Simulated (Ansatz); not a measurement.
## Abstraction of Br: GeH(CH3)2Br + CHBrI → GeH(CH3)2 + CHBr2I

Species: GeH(CH3)2Br, singlet; CHBrI `Br[CH]I`, doublet; GeH(CH3)2, doublet; CHBr2I (dibromoiodomethane) `BrC(Br)I`, singlet. A radical takes Br: the energy is the difference in strength between the Ge–Br bond broken and the C–Br bond made.

Shapes, held fixed at every level: PBE0-D4/def2-TZVP. Programs: Ansatz 0.2.0. Electronic energies: no zero-point or thermal term.

```tsv
level	kind	ΔE (kJ/mol)	less CCSD(T)/def2-TZVPP	CPU time (sum over the molecules)
B3LYP-D4/def2-TZVPP	global hybrid	+127.5	+0.1	57 s
wB97M-V/def2-TZVPP	range-separated hybrid	+123.6	-3.8	2.3 min
wB97X-V/def2-TZVPP	range-separated hybrid	+134.3	+6.9	99 s
B2PLYP/def2-TZVPP	double hybrid	+128.5	+1.1	67 s
MP2/def2-TZVPP	perturbation theory	+110.2	-17.2	–
CCSD/def2-TZVPP	coupled cluster or CI	+133.5	+6.1	–
CCSD(T)/def2-TZVPP	coupled cluster or CI	+127.4	0.0	17 min
```

The highest level, CCSD(T)/def2-TZVPP, gives ΔE = +127.4 kJ/mol; the levels span +110.2 to +134.3. The column of differences is taken from that level and isn't an error. No measured value is set beside it here. Open shells run unrestricted unless RO is named. For atoms past krypton def2 sets carry core potentials with scalar relativity. Relativity is left out for Br, Ge unless named. Correlated rows may include outer-core shells of Br, Ge, I, which these sets cover unevenly. Times are processor times on shared x86 and Arm servers, and rough.

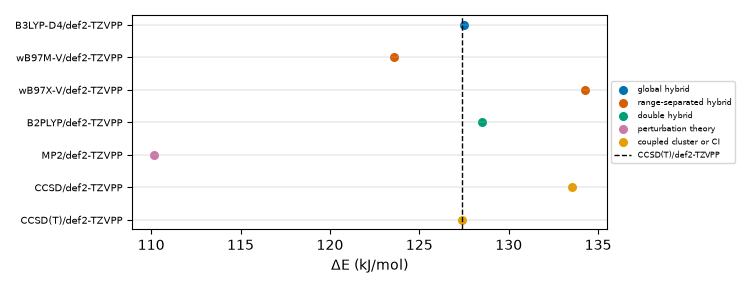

The values of the table, level by level.
